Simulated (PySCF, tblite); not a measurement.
# C5H4FNO: geometry, infrared bands and NMR shifts

Wanted: the infrared bands and NMR shifts of C5H4FNO (`Oc1ccncc1F`), by calculation.

Computed with tblite 0.8.0 and PySCF 2.14.0, with density-fitted response routines of our own, on a single molecule in the gas phase. Atoms are numbered from 0 throughout.

## Step 1: The molecule as given

12 atoms, charge 0, multiplicity 1; geometry from: force field or distance geometry start.

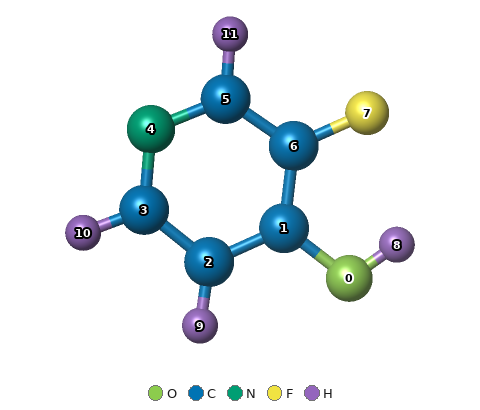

The starting geometry (oxygen green, carbon blue, nitrogen teal, fluorine yellow, hydrogen purple), atoms numbered.

## Step 2: Geometry optimisation with GFN2-xTB

Job settings and geometry (Å):

```
{"job": {"kind": "relax", "xc": "GFN2-xTB", "basis": "xTB"}, "charge": 0, "multiplicity": 1}
O      2.231400    -0.396300    -0.236300
C      0.871700    -0.188700    -0.128600
C      0.025300    -1.099500    -0.719600
C     -1.346600    -0.864500    -0.599600
N     -1.879800     0.169700     0.097300
C     -1.008900     1.030600     0.663400
C      0.368200     0.890000     0.582800
F      1.199800     1.768300     1.177400
H      2.671500     0.327000     0.247200
H      0.389100    -1.947100    -1.274100
H     -2.071500    -1.548000    -1.044900
H     -1.449100     1.857800     1.209000
```

On the command line:

```bash
OMP_NUM_THREADS=1 python probes_run.py task.json out
```

The driver reads the jobs from task.json and runs them one after another.

**Question.** This job is followed by: GFN2-xTB harmonic vibrations, gas phase; GIAO PBE0/pcSseg-1 NMR shielding, non-relativistic, gas phase. What will the session give for the following? strongest single infrared mode (GFN2-xTB); zero-point energy (GFN2-xTB); 13C shifts against TMS (PBE0/pcSseg-1); 1H shifts against TMS (PBE0/pcSseg-1); 17O shifts against H2O (PBE0/pcSseg-1); 15N shifts against NH3 (PBE0/pcSseg-1); 19F shifts against CFCl3 (PBE0/pcSseg-1).

As calculated:

| quantity | value |
| --- | --- |
| strongest single infrared mode (GFN2-xTB) | 499 cm⁻¹, 194 km/mol |
| zero-point energy (GFN2-xTB) | 51.2 kcal/mol |
| 13C shifts against TMS (PBE0/pcSseg-1) | 158.2, 157.9, 152.7, 143.4, 116.9 ppm |
| 1H shifts against TMS (PBE0/pcSseg-1) | 8.76, 8.63, 7.12, 5.51 ppm |
| 17O shifts against H2O (PBE0/pcSseg-1) | 108.7 ppm |
| 15N shifts against NH3 (PBE0/pcSseg-1) | 340.2 ppm |
| 19F shifts against CFCl3 (PBE0/pcSseg-1) | -179.4 ppm |

In words: Over 18 steps the energy fell by 0.123 eV; of the close pairs, O0–C1 changed most, 1.380 to 1.345 Å. No mode is imaginary among the 30: a minimum at this level. The strongest single mode, at 499 cm⁻¹, moves mainly H8. GFN2-xTB is a fitted tight-binding method: band positions and strengths are rough. Its intensities can rank the bands wrongly. At PBE0/pcSseg-1: The widest tensor belongs to N4: span 666 ppm, with a paramagnetic part of -404 ppm. NICS(1)zz of -26 ppm above the planar ring from C1 marks a diatropic (aromatic) ring current.
